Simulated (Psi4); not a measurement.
**BH3O3 (boric acid): wB97M-V/def2-SVPD**

What is the vertical electron affinity of BH3O3 (boric acid) at wB97M-V/def2-SVPD? The job is set up through a Python script.

Program for the calculation: Psi4 1.11.

2 further runs of the same task are left out: 1 that didn't finish, 1 set aside as unsound or not needed. Runs told in other sessions of the task aren't counted.

### 1 The structure to begin with

BH3O3 has 7 atoms, charge 0, and is taken as a singlet. SMILES: `OB(O)O`. Geometry: relaxed at PBE0-D4/def2-TZVP.

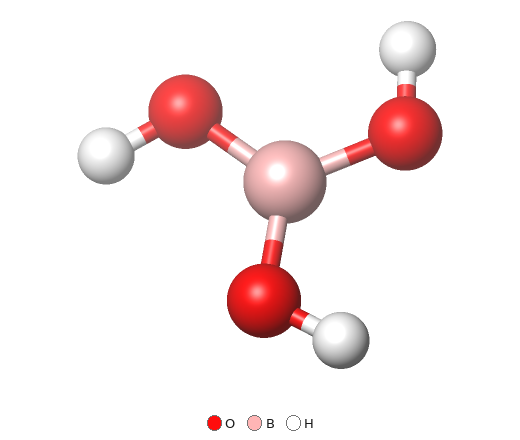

Viewed from a chosen angle; oxygen red, boron pink, hydrogen white.

### 2 The energy at wB97M-V/def2-SVPD

File bh3o3.py:

```python
import psi4

psi4.set_memory('2200 MB')
psi4.set_num_threads(1)
psi4.core.set_output_file('psi4.out', False)

m = psi4.geometry("""
0 1
O     -2.51324126    -0.47554958     0.34874896
B      0.00000000     0.00000000    -0.00001890
O      0.81307356     2.41750773    -0.39841096
O      1.70012990    -1.94195815     0.04952972
H     -2.84706138    -2.23858846     0.60958785
H     -0.55314173     3.60962256    -0.39168353
H      3.40022201    -1.37107189    -0.21773424
units au
symmetry c1
no_reorient
no_com
""")

psi4.set_options({
    'reference': 'rks',
    'puream': True,
    'e_convergence': 1e-09,
    'd_convergence': 1e-08,
    'scf_type': 'pk',
    'dft_radial_points': 99,
    'dft_spherical_points': 590,
})

e_tot, wfn = psi4.energy('wb97m-v/def2-SVPD', molecule=m, return_wfn=True)
print(f'total energy {e_tot:.8f} hartree = {e_tot * 27.211386:.5f} eV')
```

On the command line:

```
$ python bh3o3.py
```

psi4.out:

```text
[...]
  Running in c1 symmetry.
[...]
  Nuclear repulsion =  116.439590406713847
[...]
  Multiplicity = 1
[...]
  Nalpha       = 16
  Nbeta        = 16
[...]
    Number of basis functions: 113
[...]
   @RKS iter   1:  -251.96843743617535   -5.55528e-01   7.70450e-03 ADIIS/DIIS
[...]
   @RKS iter  11:  -252.25588049684478   -1.25056e-12   1.02223e-09 DIIS
[...]
    Orbital Energies [Eh]
    ---------------------
    Doubly Occupied:
       1A    -19.362253     2A    -19.362249     3A    -19.362195
       4A     -6.976977     5A     -1.177087     6A     -1.130858
       7A     -1.130855     8A     -0.692990     9A     -0.662649
      10A     -0.662644    11A     -0.534383    12A     -0.499109
      13A     -0.499105    14A     -0.484908    15A     -0.440836
      16A     -0.440835
[...]
  @RKS Final Energy:  -252.25588049684478
   => Energetics <=
    Nuclear Repulsion Energy =            116.4395904067138474
    One-Electron Energy =                -576.6287211854140651
    Two-Electron Energy =                 230.0935590868276961
    DFT Exchange-Correlation Energy =     -22.2906841898561972
    Empirical Dispersion Energy =           0.0000000000000000
    VV10 Nonlocal Energy =                  0.1303753848839732
    Total Energy =                       -252.2558804968447816
[...]
 Multipole Moments:
 ------------------------------------------------------------------------------------
     Multipole            Electronic (a.u.)      Nuclear  (a.u.)        Total (a.u.)
 ------------------------------------------------------------------------------------
 L = 1.  Multiply by 2.5417464519 to convert [e a0] to [Debye]
 Dipole X            :          0.0003037           -0.0002835            0.0000202
 Dipole Y            :          0.0000226           -0.0000378           -0.0000152
 Dipole Z            :          0.0010997           -0.0009827            0.0001170
 Magnitude           :                                                    0.0001197
[...]
```

The script printed:

```text
total energy -252.25588050 hartree = -6864.23213 eV
```

It took 3.8 min on 1 thread of Intel Xeon Platinum 8259CL at 2.50GHz (Skylake/Cascade Lake), shared host; peak memory 1 GiB.

### 3 The doublet anion

File bh3o3.xyz:

```xyz
7
BH3O3
O     -1.329950    -0.251650     0.184550
B      0.000000     0.000000    -0.000010
O      0.430260     1.279290    -0.210830
O      0.899670    -1.027640     0.026210
H     -1.506600    -1.184610     0.322580
H     -0.292710     1.910130    -0.207270
H      1.799320    -0.725540    -0.115220
```

File bh3o3.py:

```python
import psi4

psi4.set_memory('2200 MB')
psi4.set_num_threads(1)
psi4.core.set_output_file('run.log', False)

with open('bh3o3.xyz') as f:
    atoms = ''.join(f.readlines()[2:])
mol = psi4.geometry('-1 2\n' + atoms + 'symmetry c1\nno_reorient\nno_com')

psi4.set_options({
    'reference': 'uks',
    'puream': True,
    'e_convergence': 1e-09,
    'd_convergence': 1e-08,
    'scf_type': 'pk',
    'dft_radial_points': 99,
    'dft_spherical_points': 590,
    'maxiter': 100,
})

e_tot = psi4.energy("wb97m-v/def2-SVPD")
print(f'total energy {e_tot:.8f} hartree = {e_tot * 27.211386:.5f} eV')
for k, v in sorted(psi4.core.scalar_variables().items()):
    print(f'{k:45s} {v:18.10f}')
```

On the command line:

```
$ python bh3o3.py
```

run.log:

```text
[...]
  Running in c1 symmetry.
[...]
  Nuclear repulsion =  116.439590226249081
[...]
  Multiplicity = 2
[...]
  Nalpha       = 17
  Nbeta        = 16
[...]
    Number of basis functions: 113
[...]
   @UKS iter   1:  -251.63393652088791   -2.21027e-01   8.96631e-03 ADIIS/DIIS
[...]
   @UKS iter  13:  -252.21248218235357   -5.85487e-12   4.61292e-09 DIIS
[...]
   @S^2 Observed:                7.502184883E-01
[...]
    Orbital Energies [Eh]
    ---------------------
    Alpha Occupied:
       1A    -19.198626     2A    -19.198623     3A    -19.198569
       4A     -6.813483     5A     -1.013999     6A     -0.968089
       7A     -0.968085     8A     -0.530519     9A     -0.499891
      10A     -0.499886    11A     -0.372033    12A     -0.337713
      13A     -0.337709    14A     -0.323094    15A     -0.278226
      16A     -0.278225    17A      0.050095
    Alpha Virtual:
      18A      0.198212    19A      0.198214    20A      0.223646
      21A      0.236811    22A      0.261559    23A      0.261561
      24A      0.265013    25A      0.290420    26A      0.290423
[...]
  @UKS Final Energy:  -252.21248218235357
   => Energetics <=
    Nuclear Repulsion Energy =            116.4395902262490807
    One-Electron Energy =                -581.8011505085898989
    Two-Electron Energy =                 235.3282626303931693
    DFT Exchange-Correlation Energy =     -22.3111976690154634
    Empirical Dispersion Energy =           0.0000000000000000
    VV10 Nonlocal Energy =                  0.1320131386095175
    Total Energy =                       -252.2124821823535683
  UHF NO Occupations:
  HONO-2 :   15  A 1.9999780
  HONO-1 :   16  A 1.9999780
[...]
 Multipole Moments:
 ------------------------------------------------------------------------------------
     Multipole            Electronic (a.u.)      Nuclear  (a.u.)        Total (a.u.)
 ------------------------------------------------------------------------------------
 L = 1.  Multiply by 2.5417464519 to convert [e a0] to [Debye]
 Dipole X            :          0.0004401           -0.0002835            0.0001566
 Dipole Y            :          0.0002377           -0.0000378            0.0001999
 Dipole Z            :          0.0009575           -0.0009827           -0.0000252
 Magnitude           :                                                    0.0002552
[...]
```

Standard output:

```text
total energy -252.21248218 hartree = -6863.05121 eV
CURRENT ENERGY                                   -252.2124821824
CURRENT REFERENCE ENERGY                         -252.2124821824
DD SOLVATION ENERGY                                 0.0000000000
DFT FUNCTIONAL TOTAL ENERGY                      -252.2124821824
DFT TOTAL ENERGY                                 -252.2124821824
DFT VV10 ENERGY                                     0.1320131386
DFT XC ENERGY                                     -22.3111976690
GRID ELECTRONS ALPHA                               17.0000000706
GRID ELECTRONS BETA                                16.0000001280
GRID ELECTRONS TOTAL                               33.0000001986
NUCLEAR REPULSION ENERGY                          116.4395902262
ONE-ELECTRON ENERGY                              -581.8011505086
PCM POLARIZATION ENERGY                             0.0000000000
PE ENERGY                                           0.0000000000
SCF ITERATION ENERGY                             -252.2124821824
SCF ITERATIONS                                     13.0000000000
SCF TOTAL ENERGY                                 -252.2124821824
TWO-ELECTRON ENERGY                               235.3282626304
XC GRID RADIAL POINTS                              99.0000000000
XC GRID SPHERICAL POINTS                          590.0000000000
XC GRID TOTAL POINTS                           392883.0000000000
```

Run time: 4.9 min. Hardware: 1 thread of Intel Xeon Platinum 8259CL at 2.50GHz (Skylake/Cascade Lake), shared host; peak memory 1 GiB.

### 4 What came out

At wB97M-V/def2-SVPD:

```
                                         quantity          value
                      singlet BH3O3: total energy  -252.25588 Eh
                     singlet BH3O3: dipole moment         0.00 D
                       singlet BH3O3: HOMO energy      -12.00 eV
                       singlet BH3O3: LUMO energy        0.65 eV
                     singlet BH3O3: HOMO–LUMO gap       12.64 eV
                      doublet anion: total energy  -252.21248 Eh
doublet anion: HOMO energy (highest over α and β)        1.36 eV
 doublet anion: LUMO energy (lowest over α and β)        4.68 eV
                              doublet anion: ⟨S²⟩          0.750
vertical electron affinity (to the doublet anion)      -1.181 eV
```

In words: The anion lies 1.18 eV (114 kJ/mol) above the neutral: the electron isn't bound at this level, and such a value depends on the basis. The HOMO (doublet anion) lies at positive energy, 1.36 eV, from the functional's self-interaction, a short basis or an electron that isn't bound; only total energies against the neutral tell.
